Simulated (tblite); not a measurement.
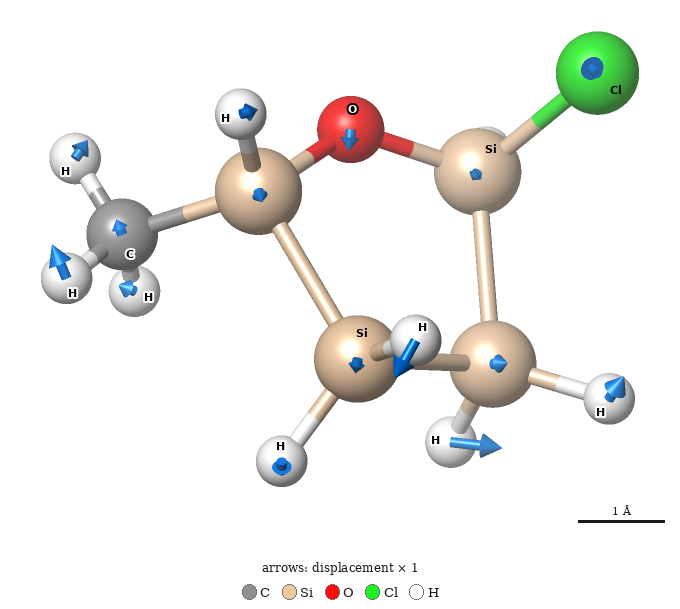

A relaxation of CH9ClOSi4. The starting structure is drawn; blue arrows show the displacements, at their true length. The two geometries are superimposed by the best rigid fit.

Style: ball-and-stick. Shown at a tilt.

Method: GFN2-xTB geometry optimisation, gas phase in tblite 0.8.0. 

Q: Describe the change and its energy.

A: Over 128 geometry steps the energy falls by 9.93 kcal/mol. The largest move after the best rigid fit is that of an H atom, 0.62 Å. By element the largest moves are H 0.62 Å, Cl 0.40 Å, O 0.25 Å, Si 0.23 Å, C 0.19 Å. Near-neighbour distances that change, for instance: C–Si 1.830 → 1.898 Å, O–Si 1.672 → 1.633 Å, Si–Si 2.370 → 2.333 Å, O–Si 1.682 → 1.648 Å. Bond angles that change, for instance: Si–Si–H 114.3° → 125.7°, Si–Si–H 109.7° → 119.5°, O–Si–H 111.8° → 102.0°.
